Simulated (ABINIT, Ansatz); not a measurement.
# Quasiparticle gap of Sr2H6Os (Fm-3m) in ABINIT

Wanted: ground state, empty states, screening and self-energy for Sr2H6Os (Fm-3m).

Method: PBEsol and many-body steps on it, plane waves, in ABINIT 10.8.3.

### 1. Starting point

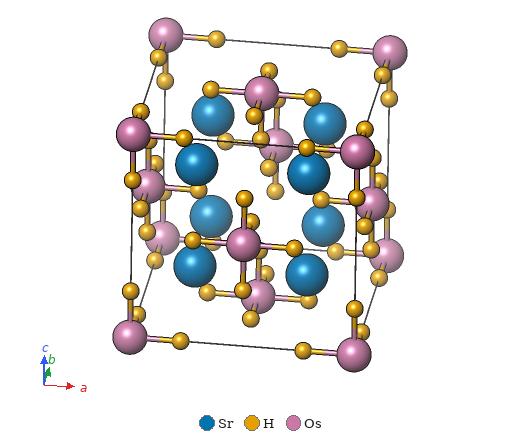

The cell as given, slightly off an axis (strontium blue, hydrogen orange, osmium pink). This picture shows the conventional cell, with its axes. Some periodic images of atoms are drawn too.

The cell and positions are those that the Materials Project relaxed with its own functionals (PBE, PBE+U or r2SCAN), kept fixed. Spin-orbit coupling is left out unless a step names it.

### 2. Ground state

This step: ABINIT 10.8.3; DFT, PBEsol, plane waves, norm-conserving pseudopotentials.

The ground-state density comes first.

Input file run.abi:

```
acell 3*1.0 Angstrom
rprim 
  0.000000000000 3.812277830000 3.812277830000
  3.812277830000 -0.000000000000 3.812277830000
  3.812277830000 3.812277830000 0.000000000000
ntypat 3
znucl 38 1 76
natom 9
typat 1 1 2 2 2 2 2 2 3
xred 
  0.750000000000 0.750000000000 0.750000000000
  0.250000000000 0.250000000000 0.250000000000
  0.773847590000 0.773847590000 0.226152410000
  0.226152410000 0.773847590000 0.226152410000
  0.773847590000 0.226152410000 0.226152410000
  0.226152410000 0.226152410000 0.773847590000
  0.773847590000 0.226152410000 0.773847590000
  0.226152410000 0.773847590000 0.773847590000
  0.000000000000 0.000000000000 0.000000000000
pp_dirpath "pseudos"
pseudos "Sr.upf, H.upf, Os.upf"
ecut 33
ngkpt 6 6 6
nshiftk 1
shiftk 0 0 0
kptopt 1
chksymbreak 0
nband 29
occopt 1
tolvrs 1e-10
nstep 60
prtwf 0
optforces 0
optstress 0
indata_prefix "in"
outdata_prefix "out"
tmpdata_prefix "tmp"
```

Started as:

```
$ OMP_NUM_THREADS=1 mpirun -n 4 abinit run.abi > log
```

Numbers of over 12 decimals in the logs are rounded to 6 here.

What it wrote:

```text
.Version 10.8.3 of ABINIT. v10.8.2 released Aug 2026.

 Symmetries : space group Fm -3 m (#225); Bravais cF (face-center cubic)
================================================================================
 Values of the parameters that define the memory need of the present run
     intxc =       0    ionmov =       0      iscf =       7    lmnmax =       8
     lnmax =       8     mgfft =      54  mpssoang =       4    mqgrid =    3001
     natom =       9  nloc_mem =       1    nspden =       1   nspinor =       1
    nsppol =       1      nsym =      48    n1xccc =    2501    ntypat =       3
    occopt =       1   xclevel =       2
-    mband =          29        mffmem =           1         mkmem =           4
       mpw =        6790          nfft =      157464          nkpt =          16
================================================================================
  Rough estimation (10% accuracy) of disk space for files :
================================================================================

--------------------------------------------------------------------------------
------------- Echo of variables that govern the present computation ------------
--------------------------------------------------------------------------------
 -outvars: echo values of preprocessed input variables --------
            acell      1.8897261259E+00  1.8897261259E+00  1.8897261259E+00 Bohr

      chksymbreak           0
             ecut      3.30000000E+01 Hartree
-          fftalg         312

              ixc     -116133
              kpt      0.00000000E+00  0.00000000E+00  0.00000000E+00
                       1.66666667E-01  0.00000000E+00  0.00000000E+00
                       3.33333333E-01  0.00000000E+00  0.00000000E+00
                       5.00000000E-01  0.00000000E+00  0.00000000E+00
                       1.66666667E-01  1.66666667E-01  0.00000000E+00
                       3.33333333E-01  1.66666667E-01  0.00000000E+00
                       5.00000000E-01  1.66666667E-01  0.00000000E+00
                      -3.33333333E-01  1.66666667E-01  0.00000000E+00
                      -1.66666667E-01  1.66666667E-01  0.00000000E+00
   [... 5 further rows ...]
                      -3.33333333E-01  3.33333333E-01  1.66666667E-01
                      -3.33333333E-01  5.00000000E-01  1.66666667E-01
         kptrlatt        6    0    0      0    6    0      0    0    6
          kptrlen      6.11293333E+01
P           mkmem           4
            natom           9
            nband          29
            ngfft          54      54      54
             nkpt          16
            nstep          60
             nsym          48
           ntypat           3
              occ      2.000000  2.000000  2.000000  2.000000  2.000000  2.000000
                       2.000000  2.000000  2.000000  2.000000  2.000000  2.000000
                       2.000000  2.000000  2.000000  2.000000  2.000000  2.000000
                       2.000000  2.000000  2.000000  0.000000  0.000000  0.000000
                       0.000000  0.000000  0.000000  0.000000  0.000000
        optforces           0
        optstress           0
            prtwf           0
            rprim      0.0000000000E+00  3.8122778300E+00  3.8122778300E+00
[...]
spgroup         225

           tolvrs      1.00000000E-10

             xred      7.5000000000E-01  7.5000000000E-01  7.5000000000E-01
[...]
znucl       38.00000    1.00000   76.00000

================================================================================

 chkinp: Checking input parameters for consistency.

================================================================================
== DATASET  1 ==================================================================
-   mpi_nproc: 4, omp_nthreads: 1 (-1 if OMP is not activated)

--- !DatasetInfo
iteration_state: {dtset: 1, }
dimensions: {natom: 9, nkpt: 16, mband: 29, nsppol: 1, nspinor: 1, nspden: 1, mpw: 6790, }
cutoff_energies: {ecut:  33.0, pawecutdg:  -1.0, }
electrons: {nelect:   4.20000000E+01, charge:   0.00000000E+00, occopt:   1.00000000E+00, tsmear:   1.00000000E-02, }

 Real(R)+Recip(G) space primitive vectors, cartesian coordinates (Bohr,Bohr^-1):
 R(1)=  0.0000000  7.2041610  7.2041610  G(1)= -0.0694043  0.0694043  0.0694043
 R(2)=  7.2041610  0.0000000  7.2041610  G(2)=  0.0694043 -0.0694043  0.0694043
 R(3)=  7.2041610  7.2041610  0.0000000  G(3)=  0.0694043  0.0694043 -0.0694043
 Unit cell volume ucvol=  7.4779099E+02 bohr^3
 Angles (23,13,12)=  6.00000000E+01  6.00000000E+01  6.00000000E+01 degrees

 getcut: wavevector=  0.0000  0.0000  0.0000  ngfft=  54  54  54
         ecut(hartree)=     33.000   => boxcut(ratio)=   2.05032

--- Pseudopotential description ------------------------------------------------
- Sr Generated using ONCVPSP code by D. R. Hamann
- 38.00000  10.00000  180301                  znucl, zion, pspdat
12 -116133 2 -1 1834                          pspcod,pspxc,lmax,lloc,mmax
     nproj     2     2     2     0
  pspatm : epsatm=   12.46451298
         --- l  ekb(1:nproj) -->
[...]
pspatm: atomic psp has been read  and splines computed

- H Generated using ONCVPSP code by D. R. Hamann
-  1.00000   1.00000  180301                  znucl, zion, pspdat
12 -116133 1 -1 1180                          pspcod,pspxc,lmax,lloc,mmax
     nproj     2     1     0     0
  pspatm : epsatm=    0.35585368
         --- l  ekb(1:nproj) -->
[...]
1   -0.494138
 pspatm: atomic psp has been read  and splines computed

- Os Generated using ONCVPSP code by D. R. Hamann
- 76.00000  16.00000  180301                  znucl, zion, pspdat
12 -116133 3 -1 1328                          pspcod,pspxc,lmax,lloc,mmax
     nproj     2     2     2     2
  pspatm : epsatm=   26.11825285
         --- l  ekb(1:nproj) -->
[...]
pspatm: atomic psp has been read  and splines computed

   2.23366084E+03                                ecore*ucvol(ha*bohr**3)
--------------------------------------------------------------------------------

_setup2: Arith. and geom. avg. npw (full set) are    6768.736    6768.723

================================================================================

--- !BeginCycle
iteration_state: {dtset: 1, }
solver: {iscf: 7, nstep: 60, nline: 4, wfoptalg: 0, }
tolerances: {tolvrs: 1.00E-10, }

     iter   Etot(hartree)      deltaE(h)  residm     vres2
 ETOT  1  -173.04125204378    -1.730E+02 4.053E-02 1.190E+03
 ETOT  2  -173.14167749916    -1.004E-01 6.718E-03 4.663E+02
 ETOT  3  -173.18247082336    -4.079E-02 6.017E-03 2.412E+02
 ETOT  4  -173.21343106491    -3.096E-02 1.072E-03 1.214E+00
 ETOT  5  -173.21349173734    -6.067E-05 1.538E-03 1.010E-01
 ETOT  6  -173.21349562075    -3.883E-06 4.270E-04 1.961E-02
 ETOT  7  -173.21349740708    -1.786E-06 8.507E-04 2.261E-04
 ETOT  8  -173.21349742435    -1.727E-08 9.062E-04 5.621E-06
 ETOT  9  -173.21349742507    -7.171E-10 8.880E-04 6.577E-08
 ETOT 10  -173.21349742508    -1.049E-11 7.017E-04 1.666E-09
 ETOT 11  -173.21349742508    -1.990E-13 2.553E-04 2.174E-11

 At SCF step   11       vres2   =  2.17E-11 < tolvrs=  1.00E-10 =>converged.

--- !ResultsGS
iteration_state: {dtset: 1, }
comment   : Summary of ground state results
lattice_vectors:
- [  0.0000000,   7.2041610,   7.2041610, ]
- [  7.2041610,  -0.0000000,   7.2041610, ]
- [  7.2041610,   7.2041610,   0.0000000, ]
lattice_lengths: [  10.18822,   10.18822,   10.18822, ]
lattice_angles: [ 60.000,  60.000,  60.000, ] # degrees, (23, 13, 12)
lattice_volume:   7.4779099E+02
convergence: {deltae: -1.990E-13, res2:  2.174E-11, residm:  2.553E-04, diffor:  0.000E+00, }
etotal    :  -1.73213497E+02
entropy   :   0.00000000E+00
fermie    :   1.85073637E-01
cartesian_stress_tensor: null
pressure_GPa: null
xred      :
- [  7.5000E-01,   7.5000E-01,   7.5000E-01, Sr]
- [  2.5000E-01,   2.5000E-01,   2.5000E-01, Sr]
- [  7.7385E-01,   7.7385E-01,   2.2615E-01,  H]
- [  2.2615E-01,   7.7385E-01,   2.2615E-01,  H]
- [  7.7385E-01,   2.2615E-01,   2.2615E-01,  H]
- [  2.2615E-01,   2.2615E-01,   7.7385E-01,  H]
- [  7.7385E-01,   2.2615E-01,   7.7385E-01,  H]
- [  2.2615E-01,   7.7385E-01,   7.7385E-01,  H]
- [  0.0000E+00,   0.0000E+00,   0.0000E+00, Os]
cartesian_forces: null
force_length_stats: {min: null, max: null, mean: null, }

 Integrated electronic density in atomic spheres:
 ------------------------------------------------
 Atom  Sphere_radius  Integrated_density
[...]
================================================================================

 ----iterations are completed or convergence reached----

 Mean square residual over all n,k,spin=   12.729E-07; max=  25.531E-05
 reduced coordinates (array xred) for    9 atoms
[...]
0.773847590000      0.226152410000      0.226152410000
       0.226152410000      0.226152410000      0.773847590000
       0.773847590000      0.226152410000      0.773847590000
       0.226152410000      0.773847590000      0.773847590000
       0.000000000000      0.000000000000      0.000000000000
 rms dE/dt=  0.0000E+00; max dE/dt=  0.0000E+00; dE/dt below (all hartree)
    1       0.000000000000      0.000000000000      0.000000000000
    2       0.000000000000      0.000000000000      0.000000000000
    3       0.000000000000      0.000000000000      0.000000000000
    4       0.000000000000      0.000000000000      0.000000000000
    5       0.000000000000      0.000000000000      0.000000000000
    6       0.000000000000      0.000000000000      0.000000000000
    7       0.000000000000      0.000000000000      0.000000000000
    8       0.000000000000      0.000000000000      0.000000000000
    9       0.000000000000      0.000000000000      0.000000000000

 cartesian coordinates (angstrom) at end:
    1      5.718417     5.718417     5.718417
[...]
5      1.724312     3.812278     3.812278
    6      3.812278     3.812278     1.724312
    7      3.812278     5.900244     3.812278
    8      5.900244     3.812278     3.812278
    9      0.000000     0.000000     0.000000
 length scales=  1.889726125908  1.889726125908  1.889726125908 bohr
              =  1.000000000000  1.000000000000  1.000000000000 angstroms
 prteigrs : about to open file out_EIG
 Fermi (or HOMO) energy (hartree) =   0.18507   Average Vxc (hartree)=  -0.35929
 Eigenvalues (hartree) for nkpt=  16  k points:
 kpt#   1, nband= 29, wtk=  0.00463, kpt=  0.0000  0.0000  0.0000 (reduced coord)
  -2.89754   -1.40597   -1.40597   -1.40597   -1.05391   -1.05139   -0.39931   -0.39931
  -0.39931   -0.38943   -0.38943   -0.38943   -0.06151    0.03521    0.03521    0.09729
   0.09729    0.09729    0.18507    0.18507    0.18507    0.32779    0.33296    0.33296
   0.45506    0.45506    0.45515    0.46441    0.46441
 prteigrs : prtvol=0 or 1, do not print more k-points.

--- !EnergyTerms
iteration_state     : {dtset: 1, }
comment             : Components of total free energy in Hartree
kinetic             :  4.96274163174292E+01
hartree             :  4.19954370646007E+01
xc                  : -3.93028004546245E+01
Ewald energy        : -1.02820583748387E+02
psp_core            :  2.98701223491021E+00
local_psp           : -1.40946357740949E+02
non_local_psp       :  1.52463789019408E+01
total_energy        : -1.73213497425080E+02
total_energy_eV     : -4.71337938145107E+03
band_energy         : -2.14092436139685E+01

== END DATASET(S) ==============================================================
================================================================================

 -outvars: echo values of variables after computation  --------
           etotal     -1.7321349743E+02
            nband          29
             nkpt          16
          spgroup         225
 [... the other variables as echoed above ...]

 Calculation completed.
```

The job ended after 32 s (4 MPI ranks of Intel Xeon 6975P-C (Granite Rapids), shared host; peak memory 0.46 GiB; 2.1 min of CPU time).

Numbers from this step:

| Property | Result |
| --- | --- |
| total energy | -4713.3794 eV |
| gap | 2.319 eV |
| k of the valence top | 0, 0, 0 |
| k of the conduction bottom | 0.5, 0.5, 0 |
| least direct gap | 2.383 eV |

The gap is indirect, with the least direct gap 0.06 eV higher.

(Continued in part 2 of 3.)

[Paths, hosts, dates, memory and timing lines, banners, echoed tables and standing remarks are left out of the program output.]

[Logs are printed without paths, hosts, clocks, repeated set-up lines and the standing remarks that a program may print on its own settings, such as how far it seeks lower states.]

[Runs of the session that timed out or met a known fault of the program may be left out.]

[Hosts, paths, dates, database ids (printed as entryN), source tags and the programs' standing remarks are cut or masked in the printed files.]

[G0W0 gaps are taken among the corrected bands and points alone; a level outside them can change the order at an edge.]

[Where Ansatz stands beside ABINIT at settings called matched, ABINIT's density can come from a denser mesh and the files from another edition; pairs whose starting gaps differed by over 0.03 eV were left out, so agreement reads better than it is.]
